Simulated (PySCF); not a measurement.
# GaH₂F: core binding energies at several levels of theory

Aim: compute the core binding energies of GaH₂F (`[F][GaH2]`) at several levels, and see how far they spread and what each costs.

Computed with PySCF 2.14.0, with density-fitted response routines of our own, on a single molecule in the gas phase. Atoms count from 0, in the outputs and in this text.

## (1) The starting structure

4 atoms, charge 0, multiplicity 1; geometry from: GFN2-xTB. The atoms were then displaced at random by about 0.01 Å, so the start is not that level's minimum.

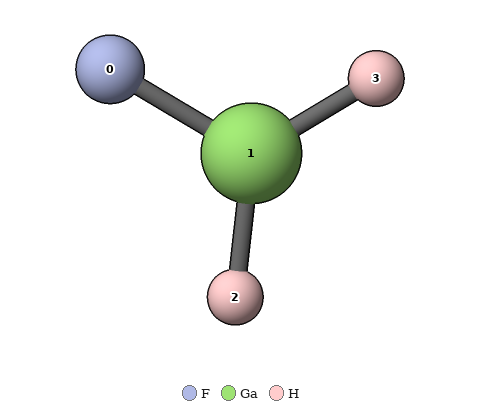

As it starts; fluorine light blue, gallium green, hydrogen pink, atoms numbered.

## (2) Geometry optimisation at PBE0-D3(BJ)/def2-SVP

Job settings and geometry (Å):

```
{"job": {"xc": "PBE0", "basis": "def2-SVP", "d3": "d3bj", "grid": 1, "shake": 0.01, "kind": "geom"}, "charge": 0, "multiplicity": 1}
F     -1.102310    -1.206270     0.001190
Ga     0.065860     0.069170    -0.007810
H      1.517850    -0.406040    -0.009510
H     -0.443400     1.517770    -0.016880
```

Launch:

```
$ OMP_NUM_THREADS=1 python probes_run.py task.json out
```

The driver reads the jobs from task.json and runs them one after another.

Output:

```text
step   0  E = -2025.24020775  max force = 0.011448
step   1  E = -2025.24088706  max force = 0.011695
step   2  E = -2025.24147016  max force = 0.003019
step   3  E = -2025.24147680  max force = 0.000870
step   4  E = -2025.24148555  max force = 0.000449
step   5  E = -2025.24149038  max force = 0.000298
optimisation converged
```

It took 4.5 s on 1 thread of Arm Neoverse V2, shared host; peak memory 0.27 GiB.

Along the way:

| step | energy from step 0 (eV) | largest force component (eV/Å) |
| --- | --- | --- |
| 0 | 0.0000 | 0.5887 |
| 1 | -0.0185 | 0.6014 |
| 2 | -0.0344 | 0.1552 |
| 3 | -0.0345 | 0.0447 |
| 4 | -0.0348 | 0.0231 |
| 5 | -0.0349 | 0.0153 |

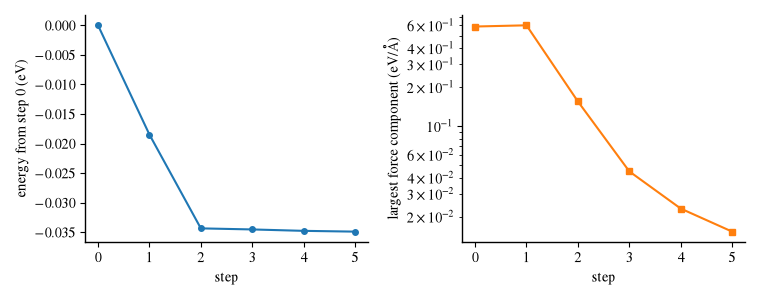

Energy and largest force along the relaxation.

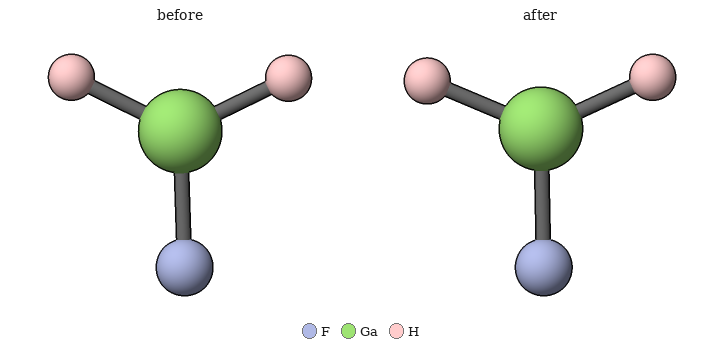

The geometry before (left) and after (right).

Close pairs (by a distance rule), those that changed most:

```csv
bond,before (Å),after (Å),change (Å)
Ga1–H2,1.528,1.560,+0.032
F0–Ga1,1.730,1.759,+0.029
Ga1–H3,1.536,1.560,+0.024
```

The final coordinates are the input of the step that follows.

```
                         at the end point                 value
  point group (found at 0.08 Å tolerance)                   C2v
rotational constants (GHz, main isotopes)  123.2, 10.512, 9.686
                        dipole moment (D)                  2.13
```

## (3) Core-electron binding energies: SCAN, X2C

Job settings and geometry (Å):

```
{"job": {"kind": "xps"}, "charge": 0, "multiplicity": 1}
F     -1.096682    -1.182701     0.006742
Ga     0.106649     0.099810    -0.001061
H      1.577750    -0.418169    -0.003710
H     -0.499823     1.536892    -0.003547
```

With the program's defaults for keys left out, this is: delta-SCF UKS SCAN, pcX-2 on the ionised atom, pcseg-1 elsewhere, spin-free X2C.

Output:

```text
ground state, core basis on atom 0 (F), 82 functions
  cycle   1  E = -2040.78015042  |g| = 7.61e-01
  cycle   2  E = -2039.69856457  |g| = 2.54e+00
  cycle   3  E = -2040.87060143  |g| = 9.99e-02
  cycle   4  E = -2040.87256011  |g| = 7.08e-02
  cycle   5  E = -2040.87342667  |g| = 2.00e-02
  cycle   6  E = -2040.87350969  |g| = 1.33e-03
  cycle   7  E = -2040.87351003  |g| = 3.46e-04
  E(ground) = -2041.12558759 Eh
hole in F 1s of atom 0
  cycle   1  E = -2014.57184542  |g| = 2.59e+00
  cycle   2  E = -2014.60432903  |g| = 2.10e+00
  cycle   3  E = -2015.46510192  |g| = 2.20e-01
  cycle   4  E = -2015.47476545  |g| = 2.40e-02
  cycle   5  E = -2015.47498399  |g| = 1.28e-02
  cycle   6  E = -2015.47508087  |g| = 2.44e-03
  cycle   7  E = -2015.47508409  |g| = 6.75e-04
  cycle   8  E = -2015.47508413  |g| = 8.72e-05
  E(ion) = -2015.73467375 Eh   <S^2> = 0.7570   hole on atom = 1.000   binding energy = 690.922 eV
```

Run time: 1.2 s. Hardware: 1 thread of Arm Neoverse V2, shared host; peak memory 0.27 GiB.

The holes in one table. −ε is the ground-state orbital energy:

```
     hole  stands for            environment  ΔSCF (eV)  −ε (eV)   ⟨S²⟩
F1s on F0          F0  fluorine bonded to Ga     690.92    665.3  0.757
```

## (4) Core holes by ΔSCF: B3LYP, X2C

Settings changed since step 3:

```diff
@@ -1,2 +1,2 @@
-{"job": {"kind": "xps"}, "charge": 0, "multiplicity": 1}
+{"job": {"kind": "xps", "xc": "B3LYP"}, "charge": 0, "multiplicity": 1}
 F     -1.096682    -1.182701     0.006742
```

With the program's defaults for keys left out, this is: delta-SCF UKS B3LYP, pcX-2 on the ionised atom, pcseg-1 elsewhere, spin-free X2C.

Output:

```text
ground state, core basis on atom 0 (F), 82 functions
  cycle   1  E = -2040.94248960  |g| = 7.15e-01
  cycle   2  E = -2040.43511663  |g| = 1.88e+00
  cycle   3  E = -2041.02977405  |g| = 5.14e-02
  cycle   4  E = -2041.03045232  |g| = 3.13e-02
  cycle   5  E = -2041.03064098  |g| = 7.22e-03
  cycle   6  E = -2041.03065441  |g| = 3.41e-04
  E(ground) = -2041.03438189 Eh
hole in F 1s of atom 0
  cycle   1  E = -2014.73850504  |g| = 2.61e+00
  cycle   2  E = -2014.82866561  |g| = 2.09e+00
  cycle   3  E = -2015.64273259  |g| = 2.02e-01
  cycle   4  E = -2015.65048967  |g| = 8.36e-03
  cycle   5  E = -2015.65051652  |g| = 3.51e-03
  cycle   6  E = -2015.65052440  |g| = 6.03e-04
  cycle   7  E = -2015.65052556  |g| = 1.93e-04
  E(ion) = -2015.65398193 Eh   <S^2> = 0.7546   hole on atom = 1.000   binding energy = 690.636 eV
```

Run time: 1.3 s. Hardware: 1 thread of Arm Neoverse V2, shared host; peak memory 0.3 GiB.

Binding energies by hole, beside the orbital energy of the ground state; the difference holds orbital relaxation and, for a density functional, its self-interaction error:

```csv
hole,stands for,environment,ΔSCF (eV),−ε (eV),⟨S²⟩
F1s on F0,F0,fluorine bonded to Ga,690.64,670.7,0.755
```

## (5) X-ray photoelectron lines: PBE0, X2C

Job settings and geometry (Å):

```
{"job": {"kind": "xps", "xc": "PBE0"}, "charge": 0, "multiplicity": 1}
F     -1.096682    -1.182701     0.006742
Ga     0.106649     0.099810    -0.001061
H      1.577750    -0.418169    -0.003710
H     -0.499823     1.536892    -0.003547
```

Level: delta-SCF UKS PBE0, pcX-2 on the ionised atom, pcseg-1 elsewhere, spin-free X2C.

Output:

```text
ground state, core basis on atom 0 (F), 82 functions
  cycle   1  E = -2040.53542064  |g| = 6.72e-01
  cycle   2  E = -2040.22164901  |g| = 1.54e+00
  cycle   3  E = -2040.61454502  |g| = 3.81e-02
  cycle   4  E = -2040.61490655  |g| = 2.10e-02
  cycle   5  E = -2040.61499098  |g| = 4.08e-03
  cycle   6  E = -2040.61499573  |g| = 2.52e-04
  E(ground) = -2040.61855898 Eh
hole in F 1s of atom 0
  cycle   1  E = -2014.34434057  |g| = 2.60e+00
  cycle   2  E = -2014.52469311  |g| = 1.98e+00
  cycle   3  E = -2015.25309145  |g| = 1.81e-01
  cycle   4  E = -2015.25927881  |g| = 6.47e-03
  cycle   5  E = -2015.25929473  |g| = 2.22e-03
  cycle   6  E = -2015.25929819  |g| = 5.34e-04
  cycle   7  E = -2015.25929608  |g| = 1.65e-04
  E(ion) = -2015.26260635 Eh   <S^2> = 0.7552   hole on atom = 1.000   binding energy = 689.971 eV
```

It took 1.2 s on 1 thread of Arm Neoverse V2, shared host; peak memory 0.3 GiB.

The holes in one table. −ε is the ground-state orbital energy:

```csv
hole,stands for,environment,ΔSCF (eV),−ε (eV),⟨S²⟩
F1s on F0,F0,fluorine bonded to Ga,689.97,673.1,0.755
```

## (6) Core holes by ΔSCF: PBE, X2C

Job settings and geometry (Å):

```
{"job": {"kind": "xps", "xc": "PBE"}, "charge": 0, "multiplicity": 1}
F     -1.096682    -1.182701     0.006742
Ga     0.106649     0.099810    -0.001061
H      1.577750    -0.418169    -0.003710
H     -0.499823     1.536892    -0.003547
```

Method: delta-SCF UKS PBE, pcX-2 on the ionised atom, pcseg-1 elsewhere, spin-free X2C.

Output:

```text
ground state, core basis on atom 0 (F), 82 functions
  cycle   1  E = -2040.49271698  |g| = 7.38e-01
  cycle   2  E = -2038.93754743  |g| = 2.92e+00
  cycle   3  E = -2040.58373802  |g| = 1.07e-01
  cycle   4  E = -2040.58624135  |g| = 8.83e-02
  cycle   5  E = -2040.58787387  |g| = 2.48e-02
  cycle   6  E = -2040.58799891  |g| = 3.84e-03
  cycle   7  E = -2040.58799941  |g| = 5.22e-04
  cycle   8  E = -2040.58800046  |g| = 5.71e-05
  E(ground) = -2040.59275031 Eh
hole in F 1s of atom 0
  cycle   1  E = -2014.31629491  |g| = 2.62e+00
  cycle   2  E = -2014.15494384  |g| = 2.33e+00
  cycle   3  E = -2015.21928293  |g| = 2.75e-01
  cycle   4  E = -2015.23624041  |g| = 4.06e-02
  cycle   5  E = -2015.23724220  |g| = 1.28e-02
  cycle   6  E = -2015.23735937  |g| = 2.15e-03
  cycle   7  E = -2015.23736141  |g| = 1.42e-04
  E(ion) = -2015.24173766 Eh   <S^2> = 0.7542   hole on atom = 1.000   binding energy = 689.836 eV
```

Run time: 0.78 s. Hardware: 1 thread of Arm Neoverse V2, shared host; peak memory 0.3 GiB.

Binding energies by hole, beside the orbital energy of the ground state; the difference holds orbital relaxation and, for a density functional, its self-interaction error:

| hole | stands for | environment | ΔSCF (eV) | −ε (eV) | ⟨S²⟩ |
| --- | --- | --- | --- | --- | --- |
| F1s on F0 | F0 | fluorine bonded to Ga | 689.84 | 659.2 | 0.754 |

## (7) Core-electron binding energies: HF, X2C

Job settings and geometry (Å):

```
{"job": {"kind": "xps", "xc": "HF"}, "charge": 0, "multiplicity": 1}
F     -1.096682    -1.182701     0.006742
Ga     0.106649     0.099810    -0.001061
H      1.577750    -0.418169    -0.003710
H     -0.499823     1.536892    -0.003547
```

Method: delta-SCF UKS HF, pcX-2 on the ionised atom, pcseg-1 elsewhere, spin-free X2C.

Output:

```text
ground state, core basis on atom 0 (F), 82 functions
  cycle   1  E = -2038.81882028  |g| = 5.61e-01
  cycle   2  E = -2038.85865674  |g| = 4.43e-01
  cycle   3  E = -2038.88484490  |g| = 2.78e-02
  cycle   4  E = -2038.88534158  |g| = 7.40e-03
  cycle   5  E = -2038.88536838  |g| = 1.75e-03
  cycle   6  E = -2038.88537029  |g| = 5.19e-04
  cycle   7  E = -2038.88537049  |g| = 9.10e-05
  E(ground) = -2038.88537049 Eh
hole in F 1s of atom 0
  cycle   1  E = -2012.63323527  |g| = 2.56e+00
  cycle   2  E = -2013.30676480  |g| = 1.18e+00
  cycle   3  E = -2013.53015412  |g| = 7.32e-02
  cycle   4  E = -2013.53147056  |g| = 1.65e-02
  cycle   5  E = -2013.53164863  |g| = 6.04e-03
  cycle   6  E = -2013.53167669  |g| = 8.95e-04
  cycle   7  E = -2013.53167749  |g| = 2.50e-04
  E(ion) = -2013.53167749 Eh   <S^2> = 0.7611   hole on atom = 1.000   binding energy = 689.909 eV
```

Run time: 0.7 s. Hardware: 1 thread of Arm Neoverse V2, shared host; peak memory 0.3 GiB.

Binding energies by hole, beside the orbital energy of the ground state; the difference holds orbital relaxation and, for a density functional, its self-interaction error:

```csv
hole,stands for,environment,ΔSCF (eV),−ε (eV),⟨S²⟩
F1s on F0,F0,fluorine bonded to Ga,689.91,714.4,0.761
```

## (8) Core holes by ΔSCF: SCAN, X2C

Job settings and geometry (Å):

```
{"job": {"kind": "xps", "basis": "pcX-1"}, "charge": 0, "multiplicity": 1}
F     -1.096682    -1.182701     0.006742
Ga     0.106649     0.099810    -0.001061
H      1.577750    -0.418169    -0.003710
H     -0.499823     1.536892    -0.003547
```

Level: delta-SCF UKS SCAN, pcX-1 on the ionised atom, pcseg-1 elsewhere, spin-free X2C.

Output:

```text
ground state, core basis on atom 0 (F), 61 functions
  cycle   1  E = -2040.72227125  |g| = 7.38e-01
  cycle   2  E = -2039.77165000  |g| = 2.39e+00
  cycle   3  E = -2040.80515341  |g| = 1.03e-01
  cycle   4  E = -2040.80741889  |g| = 6.66e-02
  cycle   5  E = -2040.80815963  |g| = 1.92e-02
  cycle   6  E = -2040.80824578  |g| = 1.05e-03
  cycle   7  E = -2040.80824473  |g| = 2.62e-04
  E(ground) = -2041.06142696 Eh
hole in F 1s of atom 0
  cycle   1  E = -2014.51892778  |g| = 2.58e+00
  cycle   2  E = -2014.54727760  |g| = 2.06e+00
  cycle   3  E = -2015.39198090  |g| = 2.25e-01
  cycle   4  E = -2015.40345882  |g| = 2.78e-02
  cycle   5  E = -2015.40380573  |g| = 9.07e-03
  cycle   6  E = -2015.40385818  |g| = 2.19e-03
  cycle   7  E = -2015.40385908  |g| = 4.41e-04
  E(ion) = -2015.66374602 Eh   <S^2> = 0.7564   hole on atom = 1.000   binding energy = 691.106 eV
```

It took 0.82 s on 1 thread of Arm Neoverse V2, shared host; peak memory 0.3 GiB.

The holes in one table. −ε is the ground-state orbital energy:

| hole | stands for | environment | ΔSCF (eV) | −ε (eV) | ⟨S²⟩ |
| --- | --- | --- | --- | --- | --- |
| F1s on F0 | F0 | fluorine bonded to Ga | 691.11 | 664.8 | 0.756 |

## (9) Core-electron binding energies: SCAN, X2C

Job settings and geometry (Å):

```
{"job": {"kind": "xps", "basis": "def2-TZVP"}, "charge": 0, "multiplicity": 1}
F     -1.096682    -1.182701     0.006742
Ga     0.106649     0.099810    -0.001061
H      1.577750    -0.418169    -0.003710
H     -0.499823     1.536892    -0.003547
```

Level: delta-SCF UKS SCAN, def2-TZVP on the ionised atom, pcseg-1 elsewhere, spin-free X2C.

Output:

```text
ground state, core basis on atom 0 (F), 68 functions
  cycle   1  E = -2040.77516948  |g| = 7.43e-01
  cycle   2  E = -2039.70970115  |g| = 2.51e+00
  cycle   3  E = -2040.86438310  |g| = 8.47e-02
  cycle   4  E = -2040.86604323  |g| = 6.58e-02
  cycle   5  E = -2040.86688455  |g| = 1.83e-02
  cycle   6  E = -2040.86695296  |g| = 1.49e-03
  cycle   7  E = -2040.86695508  |g| = 2.03e-04
  E(ground) = -2041.11879410 Eh
hole in F 1s of atom 0
  cycle   1  E = -2014.56547345  |g| = 2.46e+00
  cycle   2  E = -2014.62813826  |g| = 1.81e+00
  cycle   3  E = -2015.41982761  |g| = 2.68e-01
  cycle   4  E = -2015.43946213  |g| = 3.46e-02
  cycle   5  E = -2015.43995975  |g| = 8.38e-03
  cycle   6  E = -2015.44000840  |g| = 1.94e-03
  cycle   7  E = -2015.44000800  |g| = 3.97e-04
  E(ion) = -2015.69949720 Eh   <S^2> = 0.7562   hole on atom = 1.000   binding energy = 691.694 eV
```

Run time: 0.97 s. Hardware: 1 thread of Arm Neoverse V2, shared host; peak memory 0.3 GiB.

The holes in one table. −ε is the ground-state orbital energy:

```
     hole  stands for            environment  ΔSCF (eV)  −ε (eV)   ⟨S²⟩
F1s on F0          F0  fluorine bonded to Ga     691.69    665.3  0.756
```

## (10) Core-electron binding energies: SCAN, non-relativistic

Job settings and geometry (Å):

```
{"job": {"kind": "xps", "x2c": false}, "charge": 0, "multiplicity": 1}
F     -1.096682    -1.182701     0.006742
Ga     0.106649     0.099810    -0.001061
H      1.577750    -0.418169    -0.003710
H     -0.499823     1.536892    -0.003547
```

With the program's defaults for keys left out, this is: delta-SCF UKS SCAN, pcX-2 on the ionised atom, pcseg-1 elsewhere, non-relativistic.

Output:

```text
ground state, core basis on atom 0 (F), 82 functions
  cycle   1  E = -2025.55087226  |g| = 7.66e-01
  cycle   2  E = -2024.50994820  |g| = 2.50e+00
  cycle   3  E = -2025.64299956  |g| = 1.13e-01
  cycle   4  E = -2025.64563824  |g| = 7.58e-02
  cycle   5  E = -2025.64660048  |g| = 2.16e-02
  cycle   6  E = -2025.64669397  |g| = 1.24e-03
  cycle   7  E = -2025.64669589  |g| = 3.19e-04
  E(ground) = -2025.89871072 Eh
hole in F 1s of atom 0
  cycle   1  E = -1999.37144375  |g| = 2.58e+00
  cycle   2  E = -1999.40707693  |g| = 2.10e+00
  cycle   3  E = -2000.26139327  |g| = 2.17e-01
  cycle   4  E = -2000.27070678  |g| = 2.35e-02
  cycle   5  E = -2000.27090691  |g| = 1.29e-02
  cycle   6  E = -2000.27100660  |g| = 2.44e-03
  cycle   7  E = -2000.27100434  |g| = 6.25e-04
  cycle   8  E = -2000.27100807  |g| = 8.57e-05
  E(ion) = -2000.53047893 Eh   <S^2> = 0.7569   hole on atom = 1.000   binding energy = 690.305 eV
```

Run time: 1.1 s. Hardware: 1 thread of Arm Neoverse V2, shared host; peak memory 0.3 GiB.

Binding energies by hole, beside the orbital energy of the ground state; the difference holds orbital relaxation and, for a density functional, its self-interaction error:

```
     hole  stands for            environment  ΔSCF (eV)  −ε (eV)   ⟨S²⟩
F1s on F0          F0  fluorine bonded to Ga     690.30    664.6  0.757
```

## (11) Outcome

| quantity | value |
| --- | --- |
| point group | C2v |
| rotational constants (main isotopes) | 123.23, 10.51, 9.69 GHz |
| F1s binding energies, SCAN/pcX-2 | F0 690.92 eV |
| F1s binding energies, B3LYP/pcX-2 | F0 690.64 eV |
| F1s binding energies, PBE0/pcX-2 | F0 689.97 eV |
| F1s binding energies, PBE/pcX-2 | F0 689.84 eV |
| F1s binding energies, HF/pcX-2 | F0 689.91 eV |
| F1s binding energies, SCAN/pcX-1 | F0 691.11 eV |
| F1s binding energies, SCAN/def2-TZVP | F0 691.69 eV |
| F1s binding energies, SCAN/pcX-2, non-relativistic | F0 690.30 eV |

What this shows: Single values in the summary come from the first run of each kind that ended normally (SCAN/pcX-2), which need not be the best level. Relaxing lowered the energy by 0.035 eV in 5 steps; the close pair that moved most is Ga1–H2, from 1.528 to 1.560 Å.
